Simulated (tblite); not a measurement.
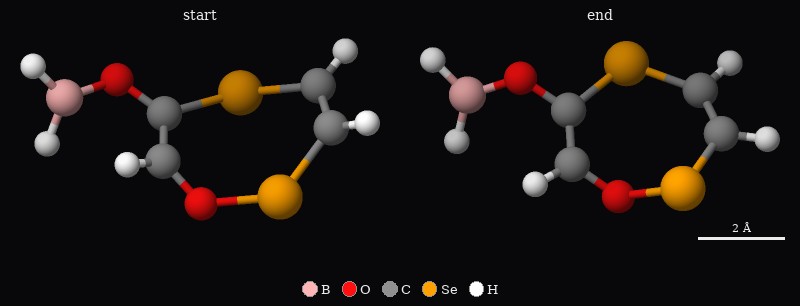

The structure of C4H5BO2Se2 before (left) and after (right) a relaxation, at one scale.

Style: ball-and-stick. Shown at a tilt.

Level of theory: GFN2-xTB geometry optimisation, gas phase (tblite 0.8.0). 

Q: What changed between the two?

A: The atom that moves furthest after the best rigid fit is a Se atom (0.95 Å). By element the largest moves are Se 0.95 Å, H 0.83 Å, O 0.68 Å, C 0.45 Å, B 0.28 Å. Some distances before and after: Se–Se 3.208 → 3.859 Å, C–Se 2.061 → 1.890 Å, B–O 1.475 → 1.332 Å, C–Se 2.022 → 1.879 Å. Bond angles that change, for instance: O–Se–C 131.1° → 98.2°, C–C–Se 115.9° → 135.0°, Se–C–H 120.7° → 106.8°. Groups turn about O–Se by about 80°, C–Se by about 75°, C–Se by about 50°. Over 111 geometry steps the energy falls by 2.711 eV. The run took 3 s on 1 thread of Intel(R) Xeon(R) Processor @ 2.50GHz (shared host).
